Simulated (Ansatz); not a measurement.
Band structure of LuB2Ru3 (P6/mmm, 6 atoms in the cell).

```
CELL_PARAMETERS angstrom
      5.43879     0.00000     0.00000
     -2.71940     4.71013     0.00000
      0.00000     0.00000     3.01059
ATOMIC_POSITIONS crystal
  Lu 0.00000 0.00000 0.00000
  B  0.66667 0.33333 0.00000
  B  0.33333 0.66667 0.00000
  Ru 0.50000 0.00000 0.50000
  Ru 0.50000 0.50000 0.50000
  Ru 0.00000 0.50000 0.50000
```

Level of theory: LDA (PW92), PAW files made with PBE (plane waves; Ansatz, a first-principles code).

Settings: kpoints.mp_grid.grid = 6 6 9; hamiltonian.xc = lda; hamiltonian.pseudopotentials = {kind: paw} (the program's default PAW files); scf.occupations.method = gaussian; scf.occupations.width = 0.272 eV; kpoints.band_path.npoints = 8.

The starting cell comes from a database of computed structures (which also holds hypothetical and non-ambient phases and stackings), without a prior relaxation at this level. Spin-orbit coupling is off. Spin polarisation is off.

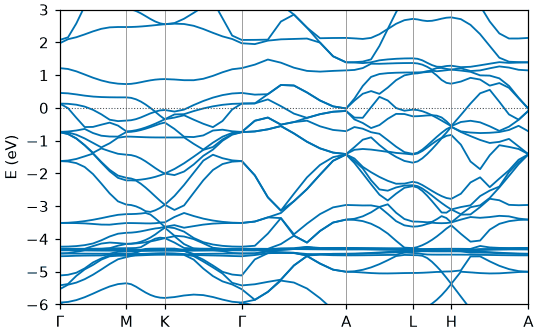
Figure: Bands along the path, energies from the Fermi level.

Levels in eV from the Fermi level, bands 36 to 43:
| point | 36 | 37 | 38 | 39 | 40 | 41 | 42 | 43 |
|---|---|---|---|---|---|---|---|---|
| Γ | -0.74 | -0.73 | -0.73 | 0.13 | 0.13 | 0.46 | 1.21 | 1.97 |
| M | -1.43 | -0.88 | -0.74 | -0.72 | -0.39 | 0.32 | 0.73 | 2.47 |
| K | -2.00 | -0.90 | -0.45 | -0.35 | -0.35 | -0.06 | 0.88 | 2.55 |
| A | -1.41 | -0.71 | -0.09 | -0.09 | -0.02 | -0.02 | 1.14 | 1.39 |
| L | -1.42 | -1.40 | -0.26 | -0.05 | 1.04 | 1.08 | 1.37 | 1.51 |
| H | -0.58 | -0.58 | -0.56 | -0.56 | 0.74 | 1.17 | 1.17 | 1.29 |

Bands cross the Fermi level along this path, so the cell is metallic at this level.

Keys are those of Ansatz 0.2.
